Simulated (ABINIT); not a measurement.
# Quasiparticle gap of BaTiO3 (P4mm) in ABINIT, part 3 of 3

Aim: the G0W0 gap of BaTiO3 (P4mm) on PBE with spin-orbit coupling, step by step.

ABINIT 10.8.3; PBE and many-body steps on it, plane waves. Known limits of the many-body steps: not at the basis limit; screening head approximate; coarse k mesh.

So far. Step 4 (Empty states on the mesh, 4×4×4 mesh, 202 bands): On this mesh the gap is 1.816 eV. Step 5 (Screening, 4×4×4 mesh, 184 bands, screening to 119.7 eV): Local fields lower ε∞ by 8 %. On a Γ-centred mesh this coarse the value itself is usually too large, while a short band sum pulls it down.

The database entry behind the starting cell differs from later determinations by our own check (c/a about 0.6 % short), so it need not match the best structure at ambient conditions.

### Step 6. Self-energy, 4×4×4 mesh, 184 bands, screening to 119.7 eV

The self-energy is evaluated for the states that the input lists, and the levels follow from it, in one-shot runs by the linearised quasiparticle equation.

This step: G0W0 on PBE with spin-orbit coupling, plane waves, norm-conserving pseudopotentials.

The input, run.abi:

```
acell 3*1.0 Angstrom
rprim 
  3.999800000000 0.000000000000 0.000000000000
  0.000000000000 3.999800000000 0.000000000000
  0.000000000000 0.000000000000 4.018000000000
ntypat 3
znucl 56 22 8
natom 5
typat 1 2 3 3 3
xred 
  0.000000000000 0.000000000000 0.000000000000
  0.500000000000 0.500000000000 0.490000000000
  0.500000000000 0.500000000000 0.019000000000
  0.500000000000 0.000000000000 0.517000000000
  0.000000000000 0.500000000000 0.517000000000
pp_dirpath "pseudos"
pseudos "Ba.upf, Ti.upf, O.upf"
ecut 38
nspinor 2
ngkpt 4 4 4
nshiftk 1
shiftk 0 0 0
kptopt 1
chksymbreak 0
istwfk *1
occopt 1
irdwfk 1
optdriver 4
nband 184
gwcalctyp 0
ecutsigx 38
symsigma 0
nkptgw 2
kptgw 
  0.5000000000 0.5000000000 0.5000000000
  0.0000000000 0.0000000000 0.0000000000
bdgw 
  37 44
  37 44
ecuteps 4.4
irdscr 1
ppmodel 1
indata_prefix "in"
outdata_prefix "out"
tmpdata_prefix "tmp"
```

Launch:

```console
$ OMP_NUM_THREADS=1 mpirun -n 4 abinit run.abi > log
```

Numbers of over 12 decimals in the logs are rounded to 6 here.

The program printed:

```text
.Version 10.8.3 of ABINIT. v10.8.2 released Aug 2026.

 Symmetries : space group P4 m m (# 99); Bravais tP (primitive tetrag.)
[... echo of the input left out ...]
== DATASET  1 ==================================================================
-   mpi_nproc: 4, omp_nthreads: 1 (-1 if OMP is not activated)

--- !DatasetInfo
iteration_state: {dtset: 1, }
dimensions: {natom: 5, nkpt: 18, mband: 184, nsppol: 1, nspinor: 2, nspden: 1, mpw: 4929, }
cutoff_energies: {ecut:  38.0, pawecutdg:  -1.0, }
electrons: {nelect:   4.00000000E+01, charge:   0.00000000E+00, occopt:   1.00000000E+00, tsmear:   1.00000000E-02, }

 SIGMA: Calculation of the GW corrections

 Based on a program developped by R.W. Godby, V. Olevano, G. Onida, and L. Reining.
 Incorporated in ABINIT by V. Olevano, G.-M. Rignanese, and M. Torrent.
.Using double precision arithmetic ; gwpc =  8

[... cell and pseudopotentials left out ...]
--------------------------------------------------------------------------------

 ==== K-mesh for the wavefunctions ====
 Number of points in the irreducible wedge :    18
[... list of points left out ...]
 Together with  8 symmetry operations and time-reversal symmetry
 yields    64 points in the full Brillouin Zone.

 ==== Q-mesh for screening function ====
 Number of points in the irreducible wedge :    18
[... list of points left out ...]
 Together with  8 symmetry operations and time-reversal symmetry
 yields    64 points in the full Brillouin Zone.

 vcoul_init : cutoff-mode = AUXILIARY_FUNCTION
 q-points for optical limit:   1
     1)      0.000010    0.000020    0.000030
 setmesh: FFT mesh size selected  =    45x   45x   45
          total number of points  =        91125

 Number of electrons calculated from density =   40.0000; Expected =   40.0000
 average of density, n =  0.092210
 r_s =    1.3731
 omega_plasma =   29.2917 [eV]

 === KS Band Gaps ===
  >>>> For spin  1
   Minimum direct gap =   2.0499 [eV], located at k-point      :   0.0000  0.0000  0.0000
   Fundamental gap    =   1.8162 [eV], Top of valence bands at :   0.5000  0.5000  0.5000
                                       Bottom of conduction at :   0.0000  0.0000  0.0000
 SIGMA fundamental parameters:
 PLASMON POLE MODEL  1
 number of plane-waves for SigmaX                 4929
 number of plane-waves for SigmaC and W            179
 number of plane-waves for wavefunctions          4929
 number of bands                                   184
 number of independent spin polarizations            1
 number of spinorial components                      2
 number of k-points in IBZ                          18
 number of q-points in IBZ                          18
 number of symmetry operations                       8
 number of k-points in BZ                           64
 number of q-points in BZ                           64
 number of frequencies for dSigma/dE                 9
 frequency step for dSigma/dE [eV]                0.25
 number of omega for Sigma on real axis              0
 max omega for Sigma on real axis  [eV]           0.00
 zcut for avoiding poles [eV]                     0.10

 EPSILON^-1 parameters (SCR file):
 dimension of the eps^-1 matrix on file            179
 dimension of the eps^-1 matrix used               179
 number of plane-waves for wavefunctions          4929
 number of bands                                   184
 number of q-points in IBZ                          18
 number of frequencies                               2
 number of real frequencies                          1
 number of imag frequencies                          1

 matrix elements of self-energy operator (all in [eV])

 Perturbative Calculation

--- !SelfEnergy_ee
iteration_state: {dtset: 1, }
kpoint     : [   0.500,    0.500,    0.500, ]
spin       : 1
KS_gap     :    4.200
QP_gap     :    5.972
Delta_QP_KS:    1.772
data: !SigmaeeData |
     Band     E0 <VxcDFT>   SigX SigC(E0)      Z dSigC/dE  Sig(E)    E-E0       E
       37   6.558 -19.965 -24.986   5.222   0.766  -0.306 -19.811   0.154   6.712
       38   6.558 -19.965 -24.986   5.222   0.766  -0.306 -19.811   0.154   6.712
       39   6.636 -19.988 -25.025   5.257   0.765  -0.308 -19.819   0.169   6.805
       40   6.636 -19.988 -25.025   5.257   0.765  -0.308 -19.819   0.169   6.805
       41  10.836 -21.897 -13.200  -6.071   0.739  -0.353 -19.956   1.941  12.777
       42  10.836 -21.897 -13.200  -6.071   0.739  -0.353 -19.956   1.941  12.777
       43  10.836 -21.897 -13.248  -6.008   0.739  -0.352 -19.944   1.953  12.790
       44  10.836 -21.897 -13.248  -6.008   0.739  -0.352 -19.944   1.953  12.790

--- !SelfEnergy_ee
iteration_state: {dtset: 1, }
kpoint     : [   0.000,    0.000,    0.000, ]
spin       : 1
KS_gap     :    2.050
QP_gap     :    3.499
Delta_QP_KS:    1.449
data: !SigmaeeData |
     Band     E0 <VxcDFT>   SigX SigC(E0)      Z dSigC/dE  Sig(E)    E-E0       E
       37   6.394 -20.143 -24.720   4.786   0.772  -0.296 -19.981   0.162   6.555
       38   6.394 -20.143 -24.720   4.786   0.772  -0.296 -19.981   0.162   6.555
       39   6.402 -20.054 -24.534   4.693   0.772  -0.296 -19.889   0.164   6.567
       40   6.402 -20.054 -24.534   4.693   0.772  -0.296 -19.889   0.164   6.567
       41   8.452 -18.818 -11.413  -5.336   0.780  -0.282 -17.204   1.614  10.066
       42   8.452 -18.817 -11.413  -5.336   0.780  -0.282 -17.204   1.614  10.066
       43   8.655 -19.009 -11.904  -5.022   0.779  -0.283 -17.386   1.623  10.278
       44   8.655 -19.009 -11.904  -5.022   0.779  -0.283 -17.386   1.623  10.278

== END DATASET(S) ==============================================================
================================================================================

 -outvars: echo values of variables after computation  --------
           etotal      0.0000000000E+00
            nband         184
             nkpt          18
          spgroup          99
 [... the other variables as echoed above ...]

 Calculation completed.
```

Wall time 3.6 min (4 MPI ranks of Arm Neoverse V1, shared host); peak memory 3.2 GiB; 14 min of CPU time.

Numbers from this step:

```
G0W0 gap on the points computed              : 3.261 eV
starting gap on the mesh                     : 1.816 eV
k of the valence top                         : 0.5, 0.5, 0.5
k of the conduction bottom                   : 0, 0, 0
Z at the valence top                         : 0.765
Z at the conduction bottom                   : 0.78
least direct G0W0 gap on the computed points : 3.499 eV
```

The gap on the mesh goes from 1.82 eV to 3.26 eV, a correction of +1.44 eV.

Limits: finite bands, cutoff and mesh; screening head approximate; coarse k mesh. v1 is the top filled band, c1 the lowest empty one. Levels before and after the correction, in eV, zero at the valence-band top of each column:

|  | conduction bottom | valence top |
| --- | --- | --- |
| Kohn-Sham | 1.82 | 0.00 |
| G0W0 | 3.26 | 0.00 |

|  | level | energy (eV) |
| --- | --- | --- |
| Kohn-Sham | (0.5 0.5 0.5) v3 | -0.078 |
| Kohn-Sham | (0.5 0.5 0.5) v2-v1 | 0.000 |
| Kohn-Sham | (0.5 0.5 0.5) c1-c2 | 4.200 |
| Kohn-Sham | (0.5 0.5 0.5) c3 | 4.200 |
| Kohn-Sham | Γ v3 | -0.242 |
| Kohn-Sham | Γ v2-v1 | -0.234 |
| Kohn-Sham | Γ c1-c2 | 1.816 |
| Kohn-Sham | Γ c3 | 2.019 |
| G0W0 | (0.5 0.5 0.5) v3 | -0.093 |
| G0W0 | (0.5 0.5 0.5) v2-v1 | 0.000 |
| G0W0 | (0.5 0.5 0.5) c1-c2 | 5.972 |
| G0W0 | (0.5 0.5 0.5) c3 | 5.985 |
| G0W0 | Γ v3 | -0.250 |
| G0W0 | Γ v2-v1 | -0.238 |
| G0W0 | Γ c1-c2 | 3.261 |
| G0W0 | Γ c3 | 3.473 |

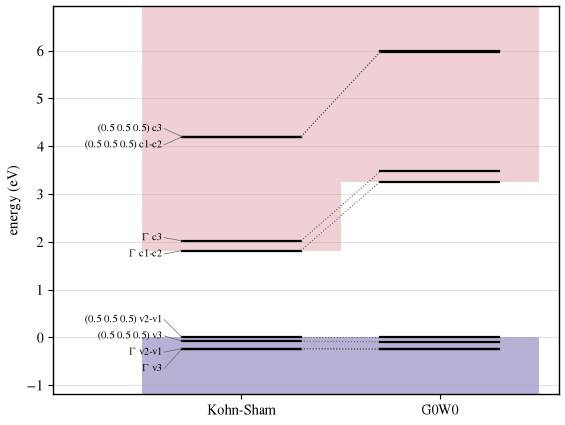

Levels before and after the correction. Shaded: valence and conduction bands.

### Step 7. Where the time went

Times are wall times on 4 MPI ranks of Arm Neoverse V1, shared host, good to a factor of about two.

| step | time | share | memory (GiB) |
| --- | --- | --- | --- |
| ground state | 4.3 min | 12 % | 0.49 |
| bands along the symmetry lines | 4.9 min | 13 % | 0.62 |
| empty states on the mesh | 9.1 min | 25 % | 0.92 |
| screening | 15 min | 41 % | 4.7 |
| self-energy | 3.6 min | 10 % | 3.2 |

### Step 8. Summary of results

```json
{
  "PBE gap": "1.82 eV, indirect",
  "G0W0 gap on the mesh": "3.26 eV",
  "GW settings": "4×4×4 mesh, 184 bands, screening to 119.7 eV, Godby-Needs plasmon pole",
  "known limits": "not at the basis limit; screening head approximate; coarse k mesh"
}
```

G0W0 moves the gap on the mesh from 1.82 eV to 3.26 eV (+1.44 eV), with Z of 0.77 and 0.78 at the edges. Local fields lower the RPA ε∞ on this mesh from 7.85 to 7.23; a Γ-centred mesh this coarse tends to raise both, most where the direct gap is narrow, while a short band sum lowers them. Only 2 of the mesh's irreducible points were corrected, so a valley elsewhere could overtake. The dearest step here is «screening». Bands and cutoff are finite, so the gap is not at the basis limit. The miss can reach some tenths of an eV and take either sign; the mesh is an error of its own. In the G0W0 run levels were corrected at 2 k points alone, so a gap called «on the mesh» is the least over those, and an edge elsewhere would be missed. The 4×4×4 mesh is coarse for this cell, which bears on the long-range parts of exchange and screening. The long-wavelength limit of the screening leaves out the non-local commutator, which shifts ε∞.

[Paths, hosts, dates, memory and timing lines, banners, echoed tables and standing remarks are left out of the program output.]

[Logs are printed without paths, hosts, clocks, repeated set-up lines and the standing remarks that a program may print on its own settings, such as how far it seeks lower states.]

[Runs of the session that timed out or met a known fault of the program may be left out.]

[Hosts, paths, dates, database ids (printed as entryN), source tags and the programs' standing remarks are cut or masked in the printed files.]

[G0W0 gaps are taken among the corrected bands and points alone; a level outside them can change the order at an edge.]

[Where Ansatz stands beside ABINIT at settings called matched, ABINIT's density can come from a denser mesh and the files from another edition; pairs whose starting gaps differed by over 0.03 eV were left out, so agreement reads better than it is.]
